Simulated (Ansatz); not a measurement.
**Nudged elastic band of GeH₃Cl₃O₂**

System: GeH₃Cl₃O₂.
Method: RKS PBE0/def2-SVP (Ansatz 0.2.0).

One setting was made poor on purpose. It belongs to a series of runs on one base structure; here: band between the two ends. Figures and captions count atoms from 1; the log counts them from 0 in places.

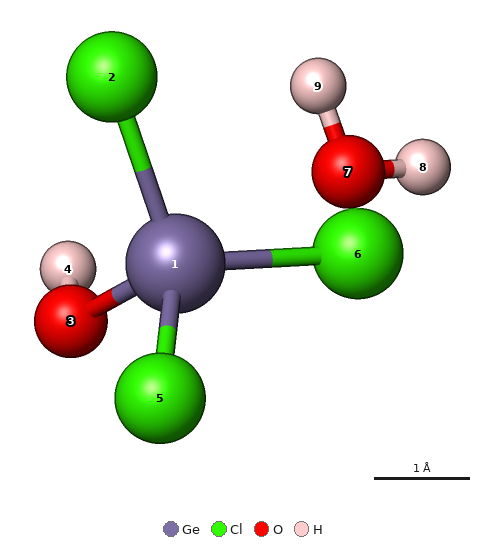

Fig. 1: The starting structure (ball-and-stick view, seen at a tilt; atoms are numbered from 1 in the order of the input). Sticks mark near contacts.

Summary

- outcome: converged
- barrier, forward: 0.615 eV
- barrier, backward: 0.554 eV
- hardware: 4 threads of Arm Neoverse V1, 24 GiB of memory available, shared host
- wall time: 3.9 min (CPU time 15 min)
- peak memory: 0.41 GiB

A deliberately poor setting: few images. The order of the saddle point was not checked.

The input
```yaml
crystal:
  periodic: [false, false, false]
  atoms:
    - { symbol: Ge, position_ang: [0.193636, 0.012168, -0.105639] }
    - { symbol: Cl, position_ang: [0.376361, -0.119553, 2.033131] }
    - { symbol: O, position_ang: [1.825808, -0.017681, -0.748605] }
    - { symbol: H, position_ang: [2.309166, -0.816003, -0.502968] }
    - { symbol: Cl, position_ang: [-0.568748, 1.843656, -0.832094] }
    - { symbol: Cl, position_ang: [-0.789842, -1.74595, -0.861621] }
    - { symbol: O, position_ang: [-2.525053, 0.101555, 0.9365] }
    - { symbol: H, position_ang: [-2.822412, -0.742635, 0.57731] }
    - { symbol: H, position_ang: [-2.315016, -0.097356, 1.856588] }
basis:
  gaussian: { orbitals: def2-SVP }
hamiltonian:
  xc: pbe0
neb:
  order_check: false
  images: 3
  f_tol: 0.05
  max_iterations: 60
  climbing: true
  final_atoms:
    - { symbol: Ge, position_ang: [-0.50491244, -0.23746011, -0.73408885] }
    - { symbol: Cl, position_ang: [0.36844832, 0.17400097, 2.90270736] }
    - { symbol: O, position_ang: [1.11449846, -0.54130214, -0.19399252] }
    - { symbol: H, position_ang: [1.23492921, -0.28498792, 0.737908] }
    - { symbol: Cl, position_ang: [-0.82988153, 1.7598897, -1.41723996] }
    - { symbol: Cl, position_ang: [-0.97473314, -1.58142594, -2.30812863] }
    - { symbol: O, position_ang: [-1.5763005, -0.50671202, 0.66175238] }
    - { symbol: H, position_ang: [-2.48063359, -0.19391867, 0.53089275] }
    - { symbol: H, position_ang: [-0.66751478, -0.16988288, 2.17279148] }
  initial_path:
    images:
      - { positions_ang: [[0.193636, 0.012168, -0.105639], [0.376361, -0.119553, 2.033131], [1.825808, -0.017681, -0.748605], [2.309166, -0.816003, -0.502968], [-0.568748, 1.843656, -0.832094], [-0.789842, -1.74595, -0.861621], [-2.525053, 0.101555, 0.9365], [-2.822412, -0.742635, 0.57731], [-2.315016, -0.097356, 1.856588]] }
      - { positions_ang: [[0.09856036, 0.00724085, -0.04876545], [0.17191757, -0.06851899, 2.30545527], [1.75324351, -0.00488246, -0.6532127], [2.15427873, -0.87952909, -0.590182], [-0.80087459, 1.83122291, -0.78195496], [-0.91007375, -1.77502597, -0.81065631], [-2.24746022, 0.04879541, 0.78484463], [-2.66442543, -0.6861126, 0.31334327], [-1.87126619, -0.05498906, 1.83373024]] }
      - { positions_ang: [[0.00348473, 0.0023137, 0.00810811], [-0.03252585, -0.01748499, 2.57777954], [1.68067902, 0.00791608, -0.55782041], [1.99939146, -0.94305517, -0.67739599], [-1.03300117, 1.81878982, -0.73181591], [-1.0303055, -1.80410193, -0.75969162], [-1.96986745, -0.00396418, 0.63318925], [-2.50643886, -0.6295902, 0.04937655], [-1.42751638, -0.01262212, 1.81087249]] }
      - { positions_ang: [[-0.25071386, -0.11757321, -0.36299037], [0.16796123, 0.07825799, 2.74024345], [1.39758874, -0.26669303, -0.37590646], [1.61716033, -0.61402155, 0.030256], [-0.93144135, 1.78933976, -1.07452794], [-1.00251932, -1.69276394, -1.53391013], [-1.77308397, -0.2553381, 0.64747081], [-2.49353622, -0.41175443, 0.29013465], [-1.04751558, -0.0912525, 1.99183198]] }
      - { positions_ang: [[-0.50491244, -0.23746011, -0.73408885], [0.36844832, 0.17400097, 2.90270736], [1.11449846, -0.54130214, -0.19399252], [1.23492921, -0.28498792, 0.737908], [-0.82988153, 1.7598897, -1.41723996], [-0.97473314, -1.58142594, -2.30812863], [-1.5763005, -0.50671202, 0.66175238], [-2.48063359, -0.19391867, 0.53089275], [-0.66751478, -0.16988288, 2.17279148]] }
```

Command:
```bash
ansatz run input.yaml --threads 4 --pin off --max-ram 5120MiB --backend cpu --events-out ev --progress --plain --runs-dir out
```

Output
```
Engine: ansatz 0.2.0, aarch64-unknown-linux-gnu
Functional definition: PBE0
  parameter a = 0.25
  parameter kappa = 0.804
  parameter beta = 0.06672455060314922
  exchange = (1 - a)*pbe_x(kappa = kappa, mu = beta*pi^2/3) + a*exact_x
  correlation = pbe_c(beta = beta)
1289 factors; integrals over basis functions are off by at most 5.3e-4 eV
mean field evaluation 1: about -98179.8457 eV, gradient 6.6e1 eV
mean field evaluation 2: about -98162.8826 eV, gradient 1.2e2 eV
mean field evaluation 4: about -98187.4213 eV, gradient 6.0e0 eV
mean field evaluation 8: about -98187.5075 eV, gradient 5.8e-2 eV
mean field evaluation 16: about -98187.5075 eV, gradient 7.8e-6 eV
mean field -98187.50753690 eV, -3608.3243480979 hartree, gradient 7.8e-6 eV, S^2 0.000000; 0 other end points of the search recorded, 0 dependent functions left out
the calculation of the forces begins
reference -98187.50756081 eV, -3608.3243489769 hartree; 51, 51 occupied and 78, 78 virtual orbitals, 1289 factors
1291 factors; integrals over basis functions are off by at most 9.3e-4 eV
mean field evaluation 32: about -98187.4467 eV, gradient 6.8e-6 eV
mean field -98187.44669915 eV, -3608.3221123520 hartree, gradient 6.8e-6 eV, S^2 0.000000; 0 other end points of the search recorded, 0 dependent functions left out
[... from here on the field's lines of each further geometry are left out, up to the last ...]
NEB iter   1: max|band force component| = 6.922e1 eV/Å  barrier→ = 13.9748 eV  barrier← = 13.9139 eV  Δτ_max = 0.2000 Å  (141 SCF iters)
NEB iter   2: max|band force component| = 8.320e0 eV/Å  barrier→ = 2.3272 eV  barrier← = 2.2664 eV  Δτ_max = 0.2000 Å  (101 SCF iters)
NEB iter   3: max|band force component| = 6.102e0 eV/Å  barrier→ = 1.6232 eV  barrier← = 1.5624 eV  Δτ_max = 0.2000 Å  (100 SCF iters)
NEB iter   4: max|band force component| = 1.970e0 eV/Å  barrier→ = 1.3935 eV  barrier← = 1.3327 eV  Δτ_max = 0.2000 Å  (89 SCF iters)
NEB iter   5: max|band force component| = 1.461e0 eV/Å  barrier→ = 1.1623 eV  barrier← = 1.1015 eV  Δτ_max = 0.1809 Å  (89 SCF iters)
NEB iter   6: max|band force component| = 9.780e-1 eV/Å  barrier→ = 1.0367 eV  barrier← = 0.9758 eV  Δτ_max = 0.1162 Å  (89 SCF iters)
NEB iter   7: max|band force component| = 5.715e-1 eV/Å  barrier→ = 0.9872 eV  barrier← = 0.9264 eV  Δτ_max = 0.1349 Å  (89 SCF iters)
NEB iter   8: max|band force component| = 2.718e-1 eV/Å  barrier→ = 0.9600 eV  barrier← = 0.8992 eV  CI = image 2  Δτ_max = 0.1739 Å  (91 SCF iters)
NEB iter   9: max|band force component| = 7.844e-1 eV/Å  barrier→ = 0.9918 eV  barrier← = 0.9310 eV  CI = image 2  Δτ_max = 0.0866 Å  (94 SCF iters)
NEB iter  10: max|band force component| = 6.145e-1 eV/Å  barrier→ = 0.9819 eV  barrier← = 0.9211 eV  CI = image 2  Δτ_max = 0.1711 Å  (89 SCF iters)
NEB iter  11: max|band force component| = 3.799e-1 eV/Å  barrier→ = 0.9236 eV  barrier← = 0.8628 eV  CI = image 2  Δτ_max = 0.1701 Å  (91 SCF iters)
NEB iter  12: max|band force component| = 1.922e-1 eV/Å  barrier→ = 0.8881 eV  barrier← = 0.8273 eV  CI = image 2  Δτ_max = 0.0636 Å  (89 SCF iters)
NEB iter  13: max|band force component| = 3.338e-1 eV/Å  barrier→ = 0.8722 eV  barrier← = 0.8114 eV  CI = image 2  Δτ_max = 0.0321 Å  (89 SCF iters)
NEB iter  14: max|band force component| = 3.001e-1 eV/Å  barrier→ = 0.8643 eV  barrier← = 0.8035 eV  CI = image 2  Δτ_max = 0.0642 Å  (91 SCF iters)
NEB iter  15: max|band force component| = 2.625e-1 eV/Å  barrier→ = 0.8499 eV  barrier← = 0.7891 eV  CI = image 2  Δτ_max = 0.1285 Å  (89 SCF iters)
NEB iter  16: max|band force component| = 1.873e-1 eV/Å  barrier→ = 0.8188 eV  barrier← = 0.7580 eV  CI = image 2  Δτ_max = 0.1992 Å  (90 SCF iters)
NEB iter  17: max|band force component| = 2.835e-1 eV/Å  barrier→ = 0.7604 eV  barrier← = 0.6996 eV  CI = image 2  Δτ_max = 0.0997 Å  (89 SCF iters)
NEB iter  18: max|band force component| = 3.116e-1 eV/Å  barrier→ = 0.7304 eV  barrier← = 0.6695 eV  CI = image 2  Δτ_max = 0.0499 Å  (90 SCF iters)
NEB iter  19: max|band force component| = 2.649e-1 eV/Å  barrier→ = 0.7147 eV  barrier← = 0.6539 eV  CI = image 2  Δτ_max = 0.0499 Å  (92 SCF iters)
NEB iter  20: max|band force component| = 2.560e-1 eV/Å  barrier→ = 0.6987 eV  barrier← = 0.6379 eV  CI = image 2  Δτ_max = 0.0994 Å  (92 SCF iters)
NEB iter  21: max|band force component| = 2.250e-1 eV/Å  barrier→ = 0.6686 eV  barrier← = 0.6077 eV  CI = image 2  Δτ_max = 0.1960 Å  (89 SCF iters)
NEB iter  22: max|band force component| = 4.390e-1 eV/Å  barrier→ = 0.6221 eV  barrier← = 0.5613 eV  CI = image 2  Δτ_max = 0.0993 Å  (90 SCF iters)
NEB iter  23: max|band force component| = 1.730e-1 eV/Å  barrier→ = 0.6188 eV  barrier← = 0.5580 eV  CI = image 2  Δτ_max = 0.2000 Å  (89 SCF iters)
NEB iter  24: max|band force component| = 4.536e-1 eV/Å  barrier→ = 0.6350 eV  barrier← = 0.5742 eV  CI = image 2  Δτ_max = 0.1008 Å  (92 SCF iters)
NEB iter  25: max|band force component| = 1.062e-1 eV/Å  barrier→ = 0.6162 eV  barrier← = 0.5553 eV  CI = image 2  Δτ_max = 0.0501 Å  (91 SCF iters)
NEB iter  26: max|band force component| = 5.367e-2 eV/Å  barrier→ = 0.6153 eV  barrier← = 0.5544 eV  CI = image 2  Δτ_max = 0.0300 Å  (93 SCF iters)
NEB iter  27: max|band force component| = 5.659e-2 eV/Å  barrier→ = 0.6152 eV  barrier← = 0.5544 eV  CI = image 2  Δτ_max = 0.0126 Å  (77 SCF iters)
the calculation of the forces begins
reference -98187.41544300 eV, -3608.3209637097 hartree; 51, 51 occupied and 78, 78 virtual orbitals, 1292 factors
1290 factors; integrals over basis functions are off by at most 1.1e-3 eV
mean field -98186.89238265 eV, -3608.3017415963 hartree, gradient 1.2e-5 eV, S^2 0.000000; 1 other end points of the search recorded, 0 dependent functions left out
the calculation of the forces begins
reference -98186.89240580 eV, -3608.3017424471 hartree; 51, 51 occupied and 78, 78 virtual orbitals, 1290 factors
NEB iter  28: max|band force component| = 1.637e-2 eV/Å  barrier→ = 0.6152 eV  barrier← = 0.5543 eV  CI = image 2  Δτ_max = 0.0000 Å  (163 SCF iters)
```

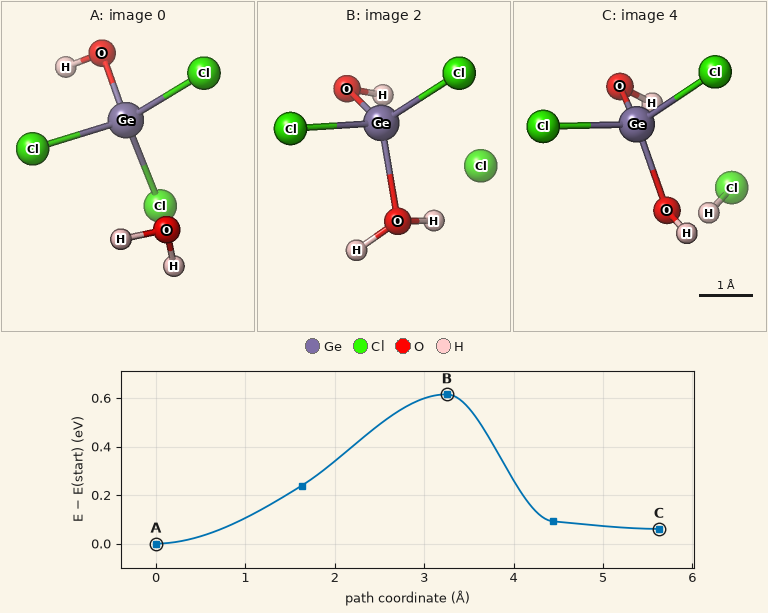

Fig. 2: Images of the last band (counted from 0; ball-and-stick, seen at a tilt) above the energy along the path; the line is a cubic interpolation that uses the forces. The highest image is number 2, 0.615 eV above the start and 0.554 eV above the end (the climbing image); the end lies 0.061 eV above the start. The path is 5.63 Å long. The band converged in 28 iterations.

```
Total energy: -98186.89240580 eV, -3608.3017424471 hartree
Atom 0 at    -0.392145    -0.018474    -0.450988 Å, force    -0.006844    -0.003136    -0.011290 eV/Å
Atom 1 at     0.287961     0.747270     2.111743 Å, force     0.005083     0.001392     0.004123 eV/Å
Atom 2 at     1.118551    -0.859338    -0.258773 Å, force    -0.004280     0.001935     0.004530 eV/Å
Atom 3 at     1.507663    -0.533414     0.573501 Å, force     0.002518    -0.001081     0.001139 eV/Å
Atom 4 at    -0.542524     2.011987    -1.023764 Å, force    -0.000229     0.000691     0.000563 eV/Å
Atom 5 at    -1.334677    -1.152632    -2.011163 Å, force     0.001863     0.001282     0.001840 eV/Å
Atom 6 at    -1.744343    -0.395832     0.850181 Å, force    -0.000900     0.008012    -0.017144 eV/Å
Atom 7 at    -2.072441    -1.309392     0.857258 Å, force     0.004361    -0.002056     0.008415 eV/Å
Atom 8 at    -1.144145    -0.071974     1.704607 Å, force    -0.001570    -0.007039     0.007824 eV/Å
Dipole moment:    -0.449016    -0.430493     0.071620 e Å
this run last wrote the band of iteration 28 to [file]
```

The last band as extended XYZ (Å, eV, eV/Å)
```
9
Properties=species:S:1:pos:R:3:forces:R:3 image=0 energy=-98187.50754
Ge    0.1936    0.0122   -0.1056   -0.0126   0.0075  -0.0046
Cl    0.3764   -0.1196    2.0331    0.0018  -0.0018   0.0003
O     1.8258   -0.0177   -0.7486    0.0148  -0.0011  -0.0046
H     2.3092   -0.8160   -0.5030    0.0030  -0.0011   0.0010
Cl   -0.5687    1.8437   -0.8321    0.0014  -0.0017   0.0031
Cl   -0.7898   -1.7459   -0.8616    0.0018  -0.0025   0.0003
O    -2.5251    0.1016    0.9365   -0.0041   0.0030   0.0031
H    -2.8224   -0.7426    0.5773   -0.0037  -0.0038   0.0014
H    -2.3150   -0.0974    1.8566   -0.0023   0.0015   0.0001
9
Properties=species:S:1:pos:R:3:forces:R:3 image=1 energy=-98187.26880
Ge   -0.1317   -0.0227   -0.1691    0.0362  -0.0034   0.0462
Cl    0.4095    0.2441    1.9972    0.0181  -0.0689  -0.0209
O     1.4733   -0.6138   -0.6000    0.0602   0.0389  -0.0536
H     2.0682   -0.4388    0.1409    0.0856   0.0238  -0.0644
Cl   -0.5037    1.9462   -0.9018   -0.0020  -0.0125   0.0120
Cl   -1.1935   -1.4255   -1.4616    0.0237  -0.0516   0.0870
O    -2.1054   -0.1351    0.8726   -0.0531   0.0348   0.0071
H    -2.4843   -1.0024    0.6646   -0.0599   0.0447  -0.0275
H    -1.8485   -0.1338    1.8097   -0.1087  -0.0058   0.0142
9
Properties=species:S:1:pos:R:3:forces:R:3 image=2 energy=-98186.89238
Ge   -0.3921   -0.0185   -0.4510   -0.0068  -0.0031  -0.0113
Cl    0.2880    0.7473    2.1117    0.0051   0.0014   0.0041
O     1.1186   -0.8593   -0.2588   -0.0043   0.0019   0.0045
H     1.5077   -0.5334    0.5735    0.0025  -0.0011   0.0011
Cl   -0.5425    2.0120   -1.0238   -0.0002   0.0007   0.0006
Cl   -1.3347   -1.1526   -2.0112    0.0019   0.0013   0.0018
O    -1.7443   -0.3958    0.8502   -0.0009   0.0080  -0.0171
H    -2.0724   -1.3094    0.8573    0.0044  -0.0021   0.0084
H    -1.1441   -0.0720    1.7046   -0.0016  -0.0070   0.0078
9
Properties=species:S:1:pos:R:3:forces:R:3 image=3 energy=-98187.41542
Ge   -0.5404   -0.1428   -0.6906    0.0056  -0.0059  -0.0150
Cl    0.3556    0.4530    2.7515    0.0001  -0.0134   0.0237
O     1.0416   -0.7057   -0.2301   -0.0132   0.0118  -0.0073
H     1.2675   -0.3964    0.6644   -0.0035   0.0046   0.0098
Cl   -0.5686    1.9139   -1.2184   -0.0043  -0.0033  -0.0101
Cl   -1.2186   -1.3568   -2.2979   -0.0023  -0.0136  -0.0102
O    -1.6833   -0.3198    0.6651   -0.0109   0.0034   0.0037
H    -2.2374   -1.1086    0.5965    0.0060   0.0092  -0.0147
H    -0.7324    0.0813    2.1120    0.0225   0.0071   0.0201
9
Properties=species:S:1:pos:R:3:forces:R:3 image=4 energy=-98187.44670
Ge   -0.5049   -0.2375   -0.7341   -0.0092  -0.0018   0.0062
Cl    0.3684    0.1740    2.9027   -0.0012  -0.0046  -0.0075
O     1.1145   -0.5413   -0.1940   -0.0094   0.0062   0.0093
H     1.2349   -0.2850    0.7379    0.0194  -0.0019   0.0085
Cl   -0.8299    1.7599   -1.4172   -0.0025  -0.0018  -0.0004
Cl   -0.9747   -1.5814   -2.3081   -0.0021  -0.0041  -0.0033
O    -1.5763   -0.5067    0.6618    0.0061   0.0060  -0.0261
H    -2.4806   -0.1939    0.5309   -0.0042   0.0005   0.0079
H    -0.6675   -0.1699    2.1728    0.0031   0.0016   0.0054
```
